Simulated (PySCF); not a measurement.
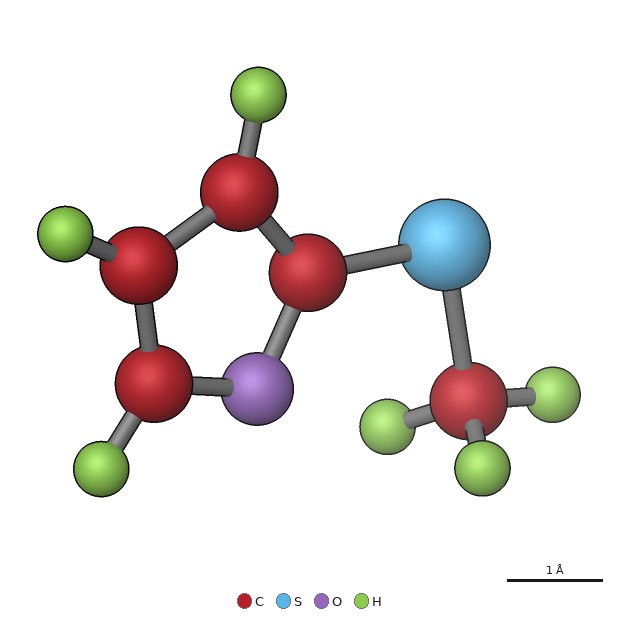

Rendered structure (ball-and-stick style). Every bond is drawn as one stick, whatever its order.

The geometry was computed by an optimisation with GFN2-xTB. No frequency run is at hand to confirm it as a minimum.

**What is the molecular formula?**

C₅H₆OS, 13 atoms: 5 carbon, 6 hydrogen, 1 oxygen and 1 sulfur.

**Give the symmetry (Schoenflies symbol).**

Cs.

**Name some functional groups or characteristic bonds that it holds.**

Among them: thioether.

More results for the same structure follow; atom numbers are the same in all pictures, views and colours differ.

## Shape

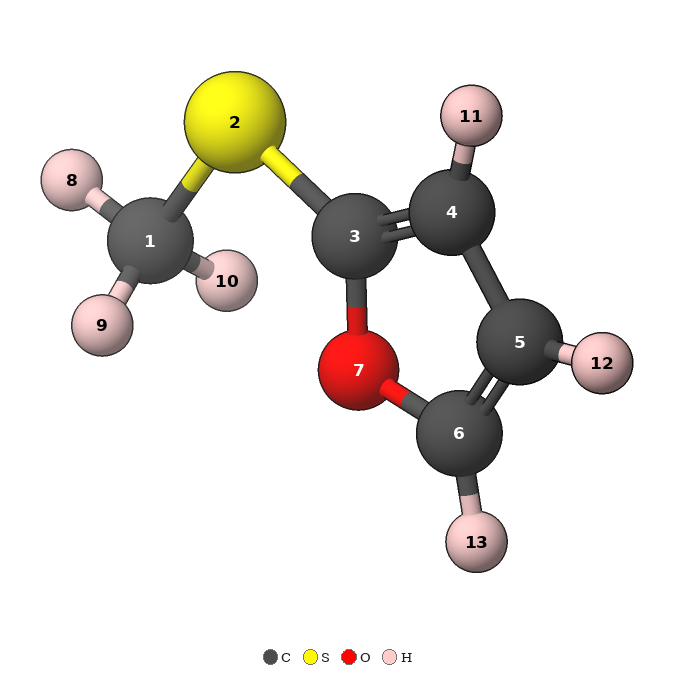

No frequency run is at hand to confirm it as a minimum.

Give these bond angles: C1–S2–C3, S2–C1–H8, S2–C3–O7, C3–C4–C5, C3–C4–H11, C3–O7–C6, C4–C3–O7, C4–C5–C6, C4–C5–H12, C5–C6–O7, C5–C6–H13, C6–C5–H12.

```csv
angle,degrees
C1–S2–C3,99.7
S2–C1–H8,106.3
S2–C3–O7,119.2
C3–C4–C5,105.5
C3–C4–H11,126.6
C3–O7–C6,106.7
C4–C3–O7,110.9
C4–C5–C6,106.4
C4–C5–H12,126.7
C5–C6–O7,110.6
C5–C6–H13,132.7
C6–C5–H12,126.9
```

## Dipole moment

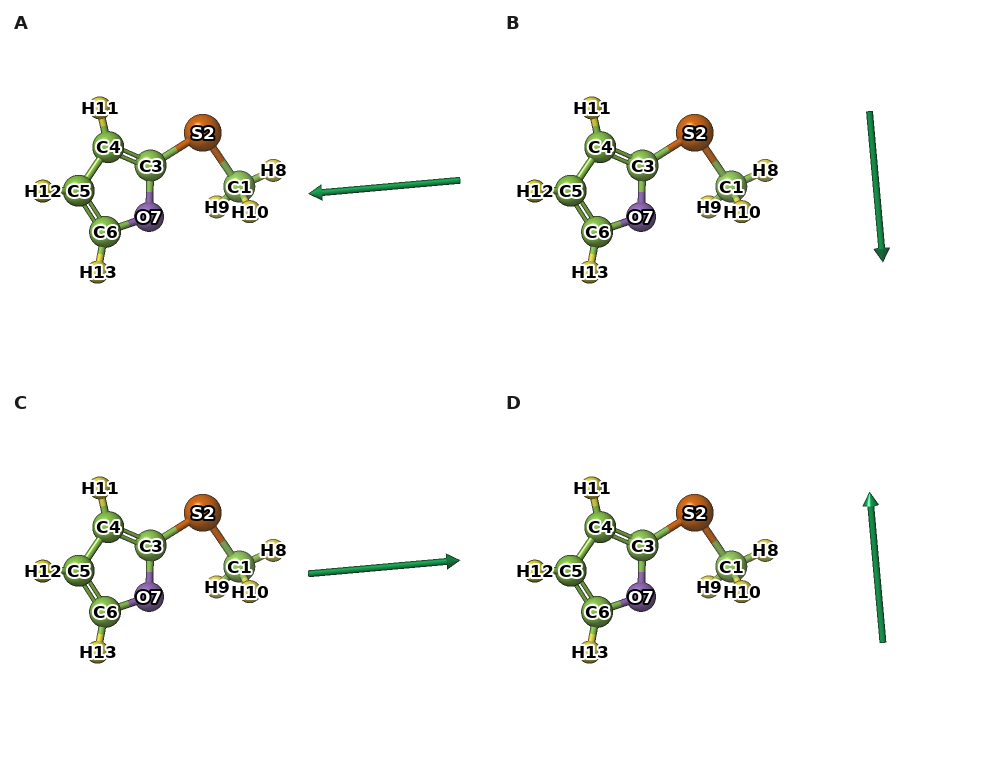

The same molecule four times, each with an arrow. No frequency run is at hand to confirm it as a minimum. Properties computed with CAM-B3LYP/def2-SVPD, gas phase (PySCF 2.14.0).

**Which arrow points along the dipole moment, from the negative to the positive end?**

B. The dipole moment is 1.03 D; it points from the side of H11 to the side of H13 (the outermost atoms at the two ends).

## Excitation

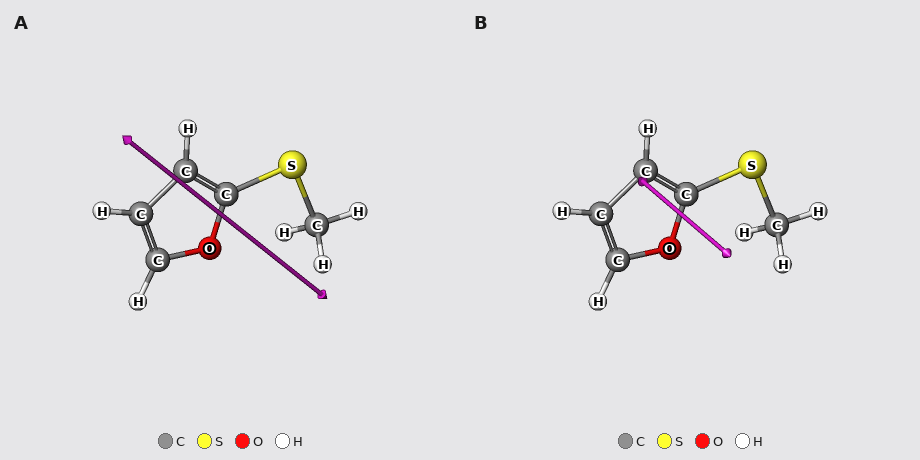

The double arrows show the directions of two transition dipoles from the ground state (lengths mean nothing). No frequency run is at hand to confirm it as a minimum. Method: TDDFT CAM-B3LYP/def2-SVPD, vertical, gas phase, core orbitals frozen in the response (PySCF 2.14.0).

**One belongs to singlet state 3 and one to singlet state 5. Which is which?**

A: state 5, 6.41 eV (193 nm), oscillator strength 0.017, mainly HOMO → LUMO+4 (weight 0.82).
B: state 3, 5.57 eV (223 nm), oscillator strength 0.016, mainly HOMO → LUMO+2 (weight 0.83).

## Polarisability

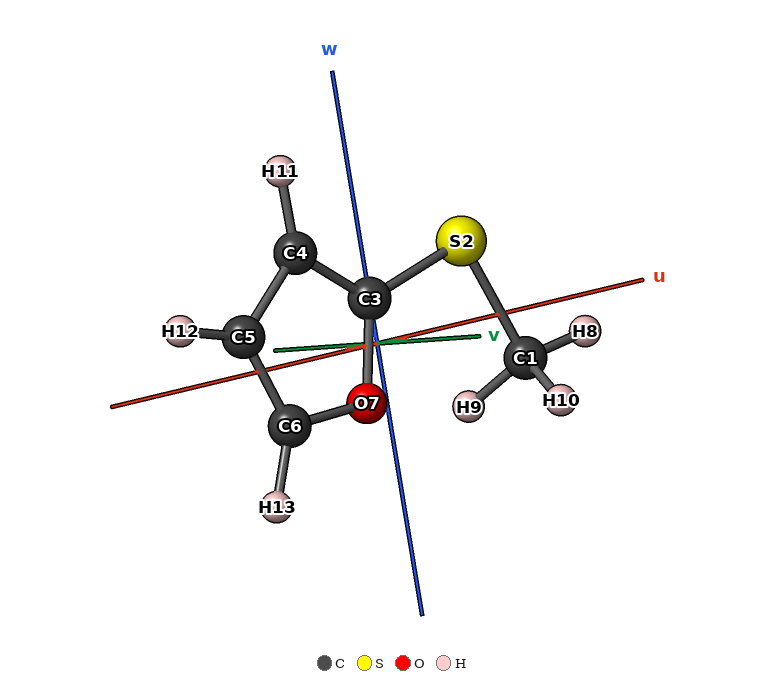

The lines u, v and w are the principal axes of the static dipole polarisability. No frequency run is at hand to confirm it as a minimum. Level of theory: CAM-B3LYP/def2-SVPD (PySCF 2.14.0).

**Along which axis is the molecule most polarisable, and along which least?**

Most along u (nearly parallel to the C6–O7 bond), least along v.

**Give the three principal values.**

u 108.3, v 55.0, w 81.0 bohr³; mean 81.4, anisotropy 46.1 bohr³.
